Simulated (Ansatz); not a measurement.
## Electronic structure of CClFSi (SMILES F[Si]#CCl) (triplet) in real space

The calculation's input:

```
crystal:
  periodic: [false, false, false]
  atoms:
    - symbol: C
      position_ang: [-0.105846, 0.829444, 0.819036]
    - symbol: Cl
      position_ang: [1.241421, 1.819154, 0.939808]
    - symbol: F
      position_ang: [-2.262671, -0.638976, 0.077058]
    - symbol: Si
      position_ang: [-1.162534, 0.350958, -0.657972]
basis:
  gaussian: {orbitals: def2-TZVPD}
output: {forces: true, orbitals: {seedname: orbitals}}
magnetization: {spin_polarized: true, initial_magnetization: 2}
hamiltonian: {xc: {name: PBE0}}
```

Launched as:

```sh
ansatz run input.yaml --threads 1 --pin off --max-ram 2610MiB --events-out events.jsonl --progress --plain --runs-dir runs
```

Geometry: PBE-D3(BJ)/def2-SVP.

Level of theory: Ansatz 0.2.0, isolated molecule in a Gaussian basis; Kohn-Sham density functional theory, functional PBE0.

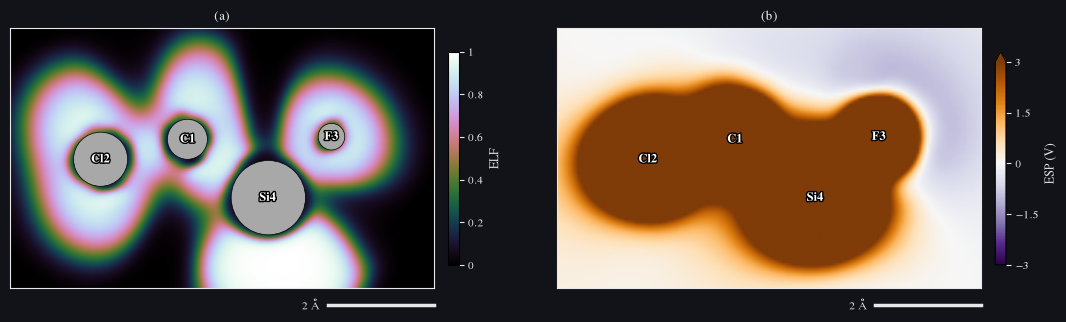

Figure 1. (a) electron localisation function; (b) molecular electrostatic potential on the molecular plane. Grey discs cover the atomic cores in the ELF map.

Read the bonding off the picture.

Atoms in the plane: C, Cl, F and Si.
Si–F (1.65 Å): the ELF peaks at about 0.80 in the valence shell of F, 0.6 Å from its nucleus, and is about 0.50 at the midpoint.
C–Cl (1.68 Å): the ELF peaks at about 0.85 between the atoms, as expected for localised, covalent bonding.
C–Si (1.88 Å): the ELF peaks at about 0.90 between the atoms, as expected for a covalent bond.
The ELF also peaks beside Si4, Cl2, F3 and C1, away from the bonds: non-bonding electrons, paired or unpaired.
Outside the dense part of the molecule the potential is most negative (−1.0 V) near F3.

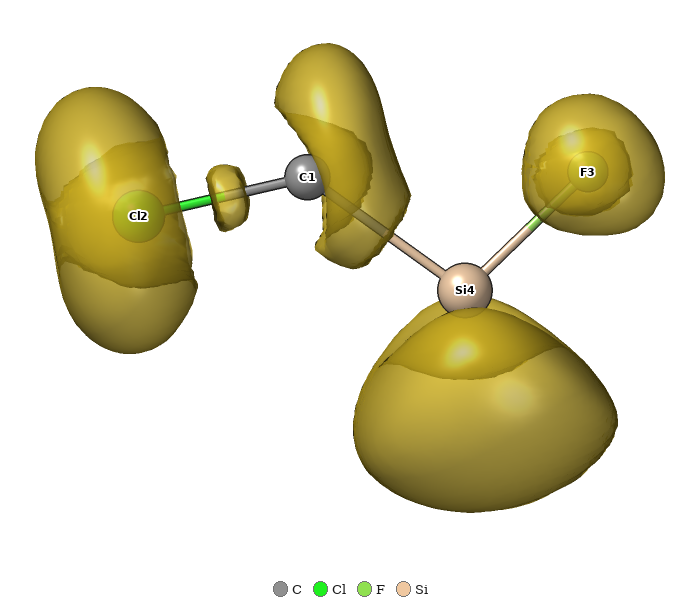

Figure 2. Isosurface of the electron localisation function at 0.8 (yellow), seen across its widest extent. Core shells and regions of very low density are left out.

Describe the localisation domains.

The ELF exceeds this value in one region between bonded C–Cl atoms (shared pairs), one region on C in which the atom's valence shell and bonds are merged, one ring or bowl of non-bonding electrons around Cl, one lobe on Si, pointing away from the bonds (non-bonding electrons) and one region wrapped around F (its lone pairs, merged into a ring or cap).

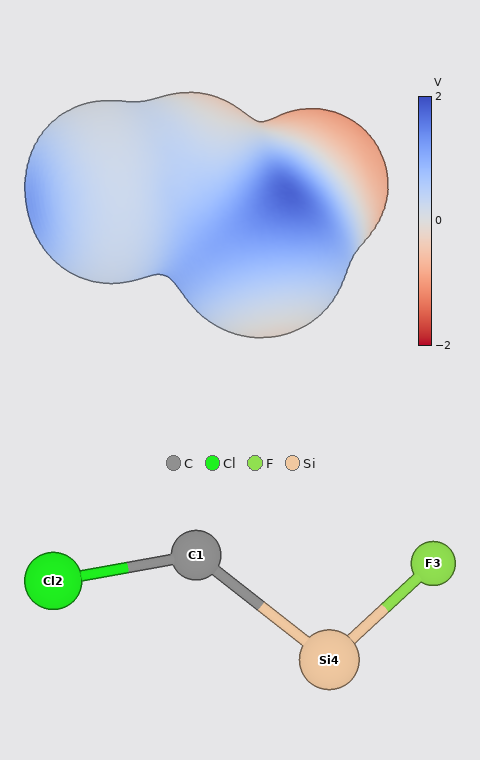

Figure 3. The molecular electrostatic potential painted on the density surface at 0.002 e/bohr³, seen at a tilt; red is negative and blue positive. The bare structure is drawn below in the same view.

Where is the surface potential most negative and most positive?

The most negative region (about −0.9 V) lies over F3, the most positive (about +1.7 V) over Si4. Cl2 shows a σ-hole: about +1.1 V at the tip opposite its bond, against about +0.2 V on its flanks.

What dipole moment does the calculation give?

Its dipole moment is 1.55 D.
